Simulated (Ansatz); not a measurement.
A series of calculations on CH5ClZn

Part 1: Relaxation

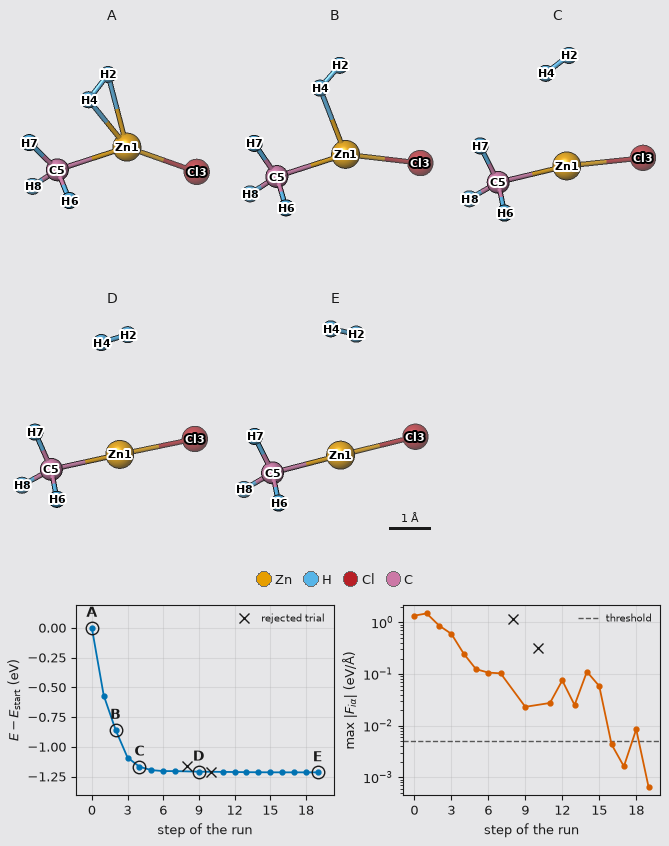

Frames of a relaxation of CH₅ClZn (started from a transition state, displaced along its imaginary mode), marked on the history of the run. A ball-and-stick model, seen at a tilt.

The calculation used Ansatz 0.2.0, RKS PBE0-D4/def2-TZVP.

Input
```yaml
crystal:
  periodic: [false, false, false]
  atoms:
    - {symbol: Zn, position_ang: [-0.761175, -0.253711, -0.755798]}
    - {symbol: H, position_ang: [0.410515, -1.811689, -0.400527]}
    - {symbol: Cl, position_ang: [-2.471113, -0.127105, -1.953916]}
    - {symbol: H, position_ang: [0.532661, -1.134774, 0.010792]}
    - {symbol: C, position_ang: [0.416403, 0.660434, 0.575732]}
    - {symbol: H, position_ang: [-0.253681, 0.957933, 1.369703]}
    - {symbol: H, position_ang: [1.289015, 0.196571, 1.107901]}
    - {symbol: H, position_ang: [0.837375, 1.512243, 0.046214]}
basis:
  gaussian: {orbitals: def2-TZVP}
hamiltonian: {xc: pbe0, dispersion: d4}
relax: {f_tol: 0.005, max_steps: 200}
```

Launched with:
```bash
ansatz run in.yaml --threads 4 --pin off --events-out ev --progress --plain --max-ram 9574MiB
```

Q: Describe the path.

A: H4 moves most after the best rigid fit: 1.41 Å. By element the largest moves are H 1.41 Å, Zn 0.66 Å, C 0.53 Å, Cl 0.47 Å. Some distances before and after: Zn1–H4 1.743 → 3.247 Å, Zn1–H2 1.982 → 3.046 Å, Zn1–C5 1.999 → 1.925 Å, H2–H4 0.801 → 0.748 Å. Bonds break, among them: Zn1–H4 (1.74 → 3.25 Å). Bond angles that change, for instance: Cl3–Zn1–C5 146.7° → 179.3°, Zn1–C5–H7 125.8° → 110.2°, Zn1–C5–H6 104.5° → 110.4°. The energy falls by 1.214 eV in 17 accepted moves (19 points after the start). Largest force component: 1.4 eV/Å at the start, 0.00066 eV/Å at the end. The line search rejected the trial steps at points 8, 10 of the run. The forces were under the threshold at step 16, but the run went on from there. Cost: 78 s on 4 threads of Intel Xeon @ 2.50GHz, with other jobs on the host. From step 0 to 2: H4 moves most (0.36 Å), energy −0.858 eV. From step 2 to 4: H4 moves most (0.37 Å), energy −0.309 eV. From step 4 to 9: H4 moves most (0.35 Å), energy −0.042 eV. From step 9 to 19: H4 moves most (0.37 Å), energy −0.006 eV.

```
step  E − E(0), eV  largest force component, eV/Å      note
   0        0.0000                         1.3534          
   1       -0.5683                         1.4946          
   2       -0.8576                         0.8721          
   3       -1.0893                         0.6020          
   4       -1.1667                         0.2495          
   5       -1.1953                         0.1245          
   6       -1.2033                         0.1070          
   7       -1.2036                         0.1034          
   8       -1.1624                         1.1628  rejected
   9       -1.2085                         0.0233          
  10       -1.2080                         0.3232  rejected
  11       -1.2102                         0.0276          
  12       -1.2113                         0.0752          
  13       -1.2126                         0.0252          
  14       -1.2133                         0.1112          
  15       -1.2138                         0.0587          
  16       -1.2140                         0.0044          
  17       -1.2141                         0.0016          
  18       -1.2141                         0.0085          
  19       -1.2141                         0.0007
```

Part 2: Relaxation

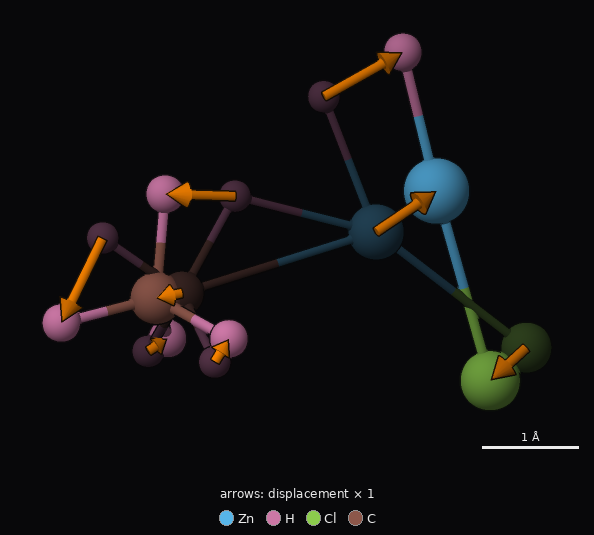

This is a relaxation of CH$_{5}$ClZn (started from a transition state, displaced along its imaginary mode). The starting structure is drawn faded, the final one solid; orange arrows show the displacements, at their true length. The two geometries are superimposed by the best rigid fit.

A ball-and-stick model, seen at a tilt.

Theory: Ansatz 0.2.0, RKS PBE0-D4/def2-TZVP. (force threshold 0.005 eV/Å; at most 200 steps)

Q: What did the optimiser do to the structure, and how much energy did it gain?

A: The energy falls by 1.593 eV in 14 accepted moves (16 points after the start). Largest force component: 1.8 eV/Å at the start, 0.0043 eV/Å at the end. The line search rejected the trial steps at points 9, 13 of the run. The largest move after the best rigid fit is that of an H atom, 0.99 Å. Largest moves by element: H 0.99 Å, Zn 0.81 Å, Cl 0.52 Å, C 0.29 Å. Among the contacts that change: H–Zn 1.630 → 3.055 Å, C–Zn 2.278 → 3.346 Å, C–H 1.175 → 1.091 Å, Cl–Zn 2.146 → 2.105 Å. Bonds break, among them: C–Zn (2.28 → 3.35 Å), H–Zn (1.63 → 3.06 Å). Among the angles between lasting bonds that change: H–Zn–Cl 147.6° → 177.7°, H–C–H 88.6° → 108.8°, H–C–H 123.5° → 110.1°. Cost: 67 s on 4 threads of Intel Xeon @ 2.50GHz, on a shared host.

Part 3: Reaction

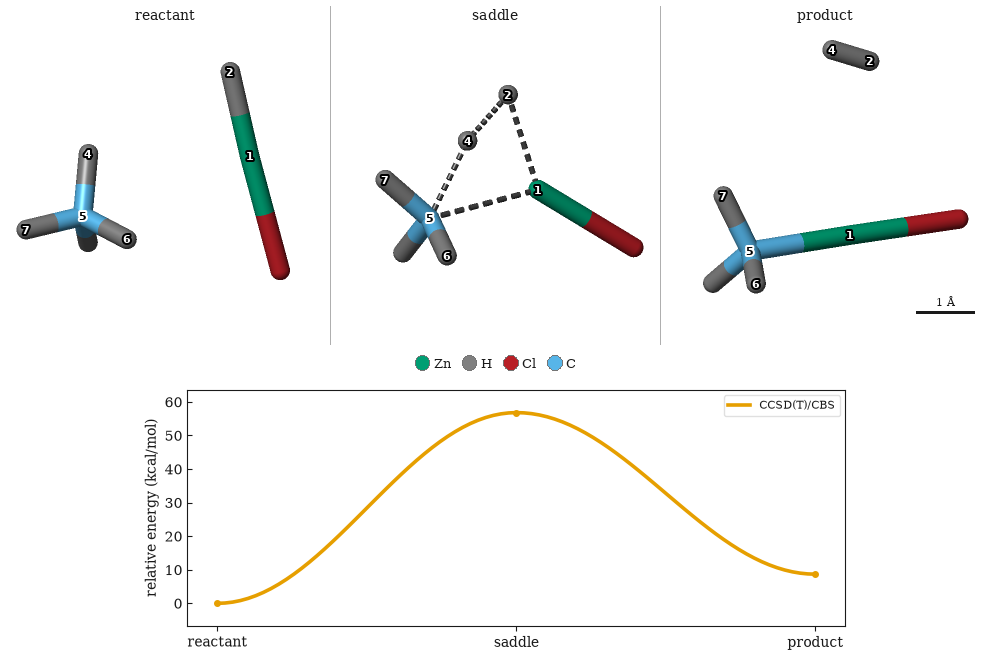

A reaction step of CH₅ClZn, with its energy diagram. A stick model, seen at a tilt. Dashed sticks mark bonds that form or break.

Stationary points at PBE0-D4/def2-TZVP, single-point energies with CCSD(T)/CBS (def2-TZVPP where no basis is named; Ansatz 0.2.0). The energies are electronic, without zero-point or thermal terms, and both ends are the relaxed geometries reached downhill from the saddle, with any fragments still in contact. CCSD(T)/CBS stands for a frozen core with 3s3p of Cu, Zn: MP2 correlation extrapolated from def2-TZVPP and def2-QZVPP, CCSD(T) minus MP2 from the smaller set.

### Describe the step and its energetics.

Counted by bonded pieces, the reactant holds CH₄ + ZnHCl and the product holds CH₃ClZn + H₂. From the reactant over the saddle to the product, bonds form: C–Zn (3.35 → 2.14 → 1.93 Å), H–H (3.00 → 1.11 → 0.75 Å). Bonds break: H–Zn (1.52 → 1.76 → 3.05 Å), C–H (1.09 → 1.53 → 3.82 Å). The saddle has one imaginary mode, 1629i cm⁻¹. The end the product keeps a soft imaginary mode of 25i cm⁻¹, so it isn't quite a minimum. With CCSD(T)/CBS the barrier is 56.8 kcal/mol from the reactant and 48.1 kcal/mol from the product, and the product lies 8.7 kcal/mol above the reactant.

Part 4: Path

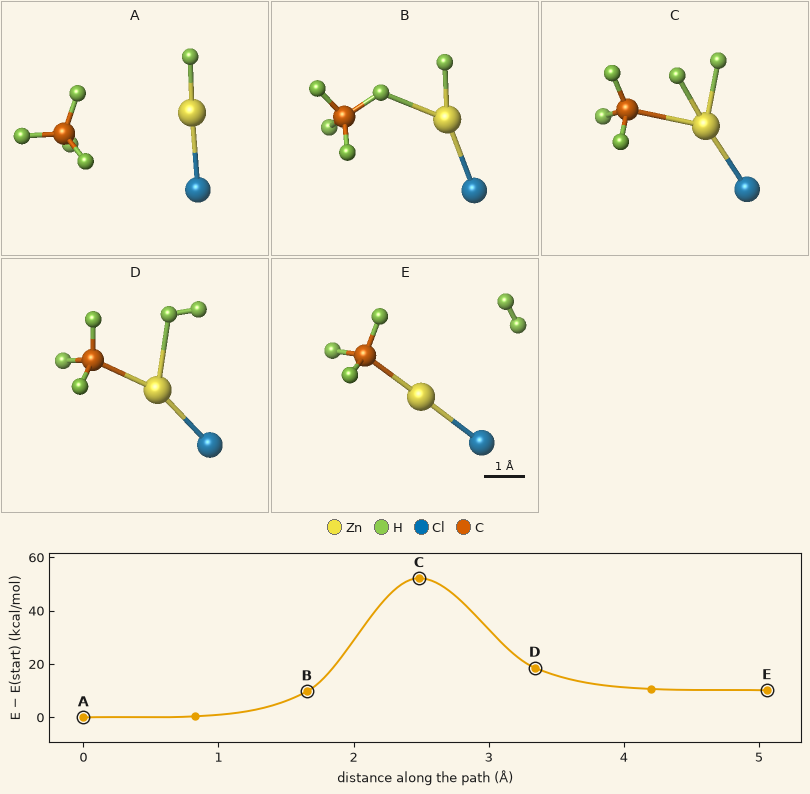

NEB run on CH5ClZn, made up at the start of ZnHCl and CH4. Images are numbered from 0 (start) to 6 (end). Frames A to E are images 0, 2, 3, 4, 6. The picture is a ball-and-stick view, seen at a tilt.

Level of theory: RKS PBE0-D4/def2-SVP in Ansatz 0.2.0. Run with 5 movable images; climbing image.

**Read off the barrier and say what moves.**

Breaking: C–H (1.09 → 3.82 Å), H–Zn (1.52 → 3.05 Å). Forming: H–H (3.00 → 0.75 Å), C–Zn (3.35 → 1.93 Å). The energy climbs by 52.2 kcal/mol to image 3 and then falls by 42.0 kcal/mol, so the end point sits at +10.2 kcal/mol. The band converged in 16 iterations. The largest component of the band force went from 3.9 to 0.037 eV/Å. The climbing image converged on the top of the path. Its curvatures weren't checked. The largest force component is 0.28 eV/Å at the start and 0.41 eV/Å at the end; an end with forces this large is no minimum, and the barrier measured from it can be far off.

Limits of the set-up: the start holds two separate molecules, 3.0 Å apart at their closest, whose relative position is a soft coordinate.
